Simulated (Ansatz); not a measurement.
**HfC (P6_3/mmc): equation of state with a fit from a Python script**

Where is the equilibrium volume of HfC (P6_3/mmc), and how stiff is it? A script is to give an equation of state with a fit; the system is HfC (P6_3/mmc).

All numbers are computed with Ansatz 0.2.0, driven from Python. Level of theory: DFT r2SCAN, plane waves, PAW.

## 1. The system

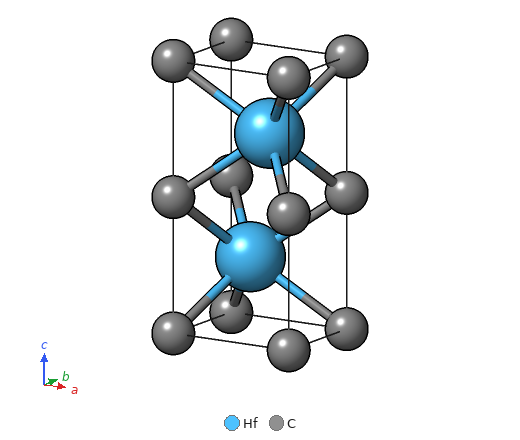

The starting structure, viewed slightly off an axis; hafnium blue, carbon grey. Atoms on cell faces are repeated.

The script holds or builds the structure itself.

## 2. The script

Contents of run_eos.py:

```python
import warnings

import ansatz as az
from ase.eos import EquationOfState
from ase.units import GPa
import numpy as np

VECTORS = np.array([
    [3.342866, 0.0, 0.0],
    [-1.671433, 2.895007, 0.0],
    [0.0, 0.0, 5.202714],
])
SITES = [
    ("Hf", (2 / 3, 1 / 3, 0.75)),
    ("Hf", (1 / 3, 2 / 3, 0.25)),
    ("C", (0.0, 0.0, 0.0)),
    ("C", (0.0, 0.0, 0.5)),
]


def make_crystal(cell):
    crystal = az.Crystal(lattice=az.Lattice.of(cell))
    for symbol, position in SITES:
        crystal = crystal.atom(symbol, position)
    return crystal

warnings.simplefilter("ignore", az.DeckWarning)

volumes, energies, pressures = [], [], []
for scale in np.linspace(0.9, 1.1, 9):
    cell = VECTORS * scale ** (1 / 3)
    model = (
        make_crystal(cell).calculation()
        .occupations(az.OccupationsMethod.FERMI_DIRAC)
        .accuracy("low")
        .mixing("msr1", ndim=12, beta=0.4)
        .functional("r2SCAN")
        .basis(28 * az.Ha)
        .kpoints(8, 8, 5)
        .stress()
    )
    rep = model.run(threads=1, pin="off").report
    volumes.append(abs(np.linalg.det(cell)) / len(SITES))
    energies.append(rep["free_energy_ev"] / len(SITES))
    pressures.append(np.trace(rep["stress_gpa"]) / 3)
    print(f"V = {volumes[-1]:8.4f} A^3/atom  F = {energies[-1]:.5f} eV/atom  P = {pressures[-1]:8.3f} GPa")

eos = EquationOfState(volumes, energies, eos="birchmurnaghan")
v0, e0, bulk = eos.fit()
print(f"V0 = {v0:.4f} A^3/atom, E0 = {e0:.5f} eV/atom, B = {bulk / GPa:.1f} GPa")
eos.plot("eos.png")
```

## 3. What the engine is handed

The engine receives this input (first run):

```yaml
crystal:
  lattice:
    - [3.227501637159083, 0.0, 0.0]
    - [-1.6137508185795415, 2.7950985268589905, 0.0]
    - [0.0, 0.0, 5.0231651381390945]
  atoms:
    - { symbol: Hf, position: [0.6666666666666666, 0.3333333333333333, 0.75] }
    - { symbol: Hf, position: [0.3333333333333333, 0.6666666666666666, 0.25] }
    - { symbol: C, position: [0.0, 0.0, 0.0] }
    - { symbol: C, position: [0.0, 0.0, 0.5] }
accuracy: low
basis:
  ecutwfc: 761.918814887664
kpoints:
  mp_grid:
    grid: [8, 8, 5]
hamiltonian:
  xc: r2scan
scf:
  mixing:
    algorithm: msr1
    beta: 0.4
    ndim: 12
  occupations:
    method: fermi_dirac
output:
  stress: true
```

## 4. Running it

On the command line:

```sh
$ python run_eos.py
```

The program printed:

```text
V =  11.3287 A^3/atom  F = -7993.12596 eV/atom  P =   27.412 GPa
V =  11.6434 A^3/atom  F = -7993.17075 eV/atom  P =   18.391 GPa
V =  11.9581 A^3/atom  F = -7993.19891 eV/atom  P =   10.448 GPa
V =  12.2728 A^3/atom  F = -7993.21241 eV/atom  P =    3.450 GPa
V =  12.5875 A^3/atom  F = -7993.21301 eV/atom  P =   -2.718 GPa
V =  12.9022 A^3/atom  F = -7993.20221 eV/atom  P =   -8.157 GPa
V =  13.2168 A^3/atom  F = -7993.18138 eV/atom  P =  -12.953 GPa
V =  13.5315 A^3/atom  F = -7993.15170 eV/atom  P =  -17.181 GPa
V =  13.8462 A^3/atom  F = -7993.11422 eV/atom  P =  -20.905 GPa
V0 = 12.4439 A^3/atom, E0 = -7993.21423 eV/atom, B = 242.3 GPa
```

Run time: 100 s. Hardware: 1 thread of Intel Xeon Platinum 8259CL at 2.50GHz (Skylake/Cascade Lake), shared host; peak memory 0.62 GiB.

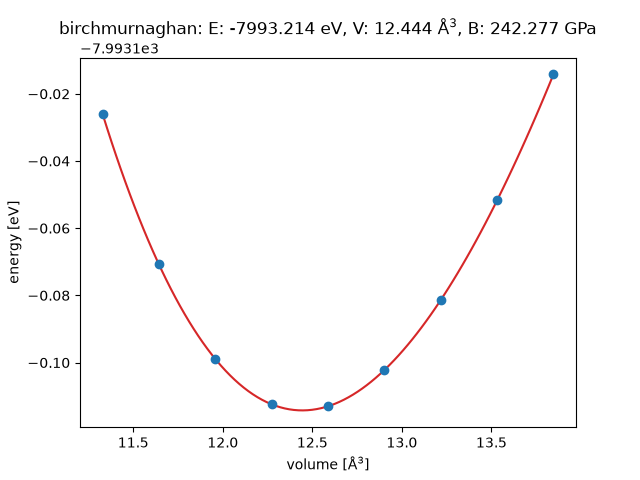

eos.png, as the script drew it.

## 5. What changed from run to run

The engine's inputs for some of the other runs:

Run 3, against run 1:

```diff
@@ -3,3 +3,3 @@
-    - [3.227501637159083, 0.0, 0.0]
-    - [-1.6137508185795415, 2.7950985268589905, 0.0]
-    - [0.0, 0.0, 5.0231651381390945]
+    - [3.286196306464566, 0.0, 0.0]
+    - [-1.643098153232283, 2.8459296036960695, 0.0]
+    - [0.0, 0.0, 5.114515368067846]
```

Run 4, against run 1:

```diff
@@ -3,3 +3,3 @@
-    - [3.227501637159083, 0.0, 0.0]
-    - [-1.6137508185795415, 2.7950985268589905, 0.0]
-    - [0.0, 0.0, 5.0231651381390945]
+    - [3.3147733609045753, 0.0, 0.0]
+    - [-1.6573866804522877, 2.870678059854111, 0.0]
+    - [0.0, 0.0, 5.158991647169012]
```

Run 9, against run 1:

```diff
@@ -3,3 +3,3 @@
-    - [3.227501637159083, 0.0, 0.0]
-    - [-1.6137508185795415, 2.7950985268589905, 0.0]
-    - [0.0, 0.0, 5.0231651381390945]
+    - [3.450774100435164, 0.0, 0.0]
+    - [-1.725387050217582, 2.9884581602069913, 0.0]
+    - [0.0, 0.0, 5.370658208606458]
```

## 6. The engine's runs

The 9 runs, in the order started:

| run | volume (Å³/atom) | energy from run 5 (meV/atom) | pressure (GPa) | SCF cycles | CPU time (s) |
| --- | --- | --- | --- | --- | --- |
| 1 | 11.329 | 87.04 | 27.41 | 8 | 11 |
| 2 | 11.643 | 42.25 | 18.39 | 8 | 10 |
| 3 | 11.958 | 14.10 | 10.45 | 8 | 9.8 |
| 4 | 12.273 | 0.59 | 3.45 | 8 | 10 |
| 5 | 12.587 | 0.00 | -2.72 | 8 | 10 |
| 6 | 12.902 | 10.79 | -8.16 | 8 | 10 |
| 7 | 13.217 | 31.62 | -12.95 | 8 | 11 |
| 8 | 13.532 | 61.30 | -17.18 | 8 | 11 |
| 9 | 13.846 | 98.78 | -20.91 | 8 | 12 |

Energies are free energies F = E - TS of the smeared occupations. 

## 7. Outcome

| quantity | value |
| --- | --- |
| runs compared | 9 |
| range of energy | 98.78 meV/atom |
| lowest point, volume (Å³/atom) | 12.587 |
| equilibrium volume (fit) | 12.44 Å³/atom |
| bulk modulus (fit) | 242 GPa |

A third-order Birch-Murnaghan fit through the 9 points has its minimum at 12.44 Å³ an atom, 1.1 % below the typed cell, with a bulk modulus of 242 GPa and dB/dP = 4.0. From that minimum the energy rises by 88.3 meV an atom on the compressed side and 100.0 meV on the expanded side. What to keep in mind:
- Shape and fractional positions are held along the curve, so the bulk modulus is an upper value where they are free to relax.
- The mesh is modest for a metal, so energies can be off by several to tens of meV an atom and pressures by half a GPa or more; differences at equal mesh fare better.
- Pressure is positive in compression.
- Spin-orbit coupling, which matters for elements this heavy, is left out.
- The structure comes from a database of computed cells and needn't be a stable or known phase.
